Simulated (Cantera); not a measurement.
Input: 1 mol C2H4, 9.1 mol H2, at 5630 Torr.

Method: chemical equilibrium by Gibbs-energy minimisation in Cantera with the NASA 1993 tables (ideal gas, pure condensed phases). Candidate condensed phases: C, C6H6, C7H8, C8H18; 76 gas species. Kinetics and transport are ignored.

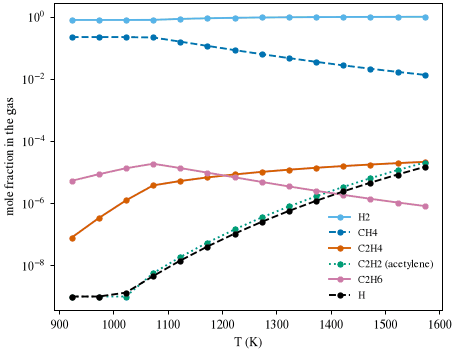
Figure. Equilibrium gas composition (values under 1e-9 drawn at 1e-9)

From 923 K to 1023 K nothing is condensed. From 1073 K to 1573 K the condensed part is C(graphite). The main C-bearing gas is CH4 throughout.
